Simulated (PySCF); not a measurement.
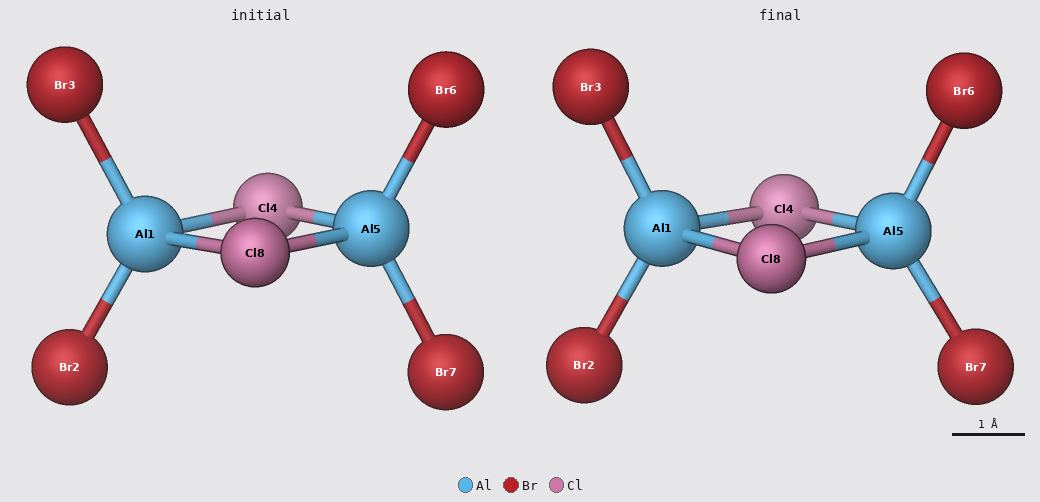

The structure of Al₂Br₄Cl₂ before (left) and after (right) a relaxation, at one scale.

A ball-and-stick model, seen at a tilt.

The start comes from GFN2-xTB. Its atoms were then displaced at random by about 0.03 Å.

Method: PBE0-D3(BJ)/def2-SVP geometry optimisation, gas phase in PySCF 2.14.0, density-fitted response routines. 

Q: Describe what moved and what it gained.

A: The relaxation stopped without meeting its thresholds, so the last structure isn't shown to be converged. Br7 moves most after the best rigid fit: 0.16 Å. By element the largest moves are Br 0.16 Å, Cl 0.12 Å, Al 0.09 Å. Among the contacts that change: Cl4–Al5 2.121 → 2.284 Å, Al1–Br3 2.388 → 2.233 Å, Al1–Cl4 2.222 → 2.287 Å, Al1–Br2 2.174 → 2.232 Å. Bond angles that change, for instance: Br2–Al1–Cl8 112.2° → 108.2°, Br2–Al1–Cl4 112.5° → 109.1°, Al1–Cl4–Al5 92.7° → 89.4°. The energy falls by 8.94 kcal/mol in 40 geometry steps. Cost: 55 min on 1 thread of Intel(R) Xeon(R) Processor @ 2.50GHz, on a shared host.
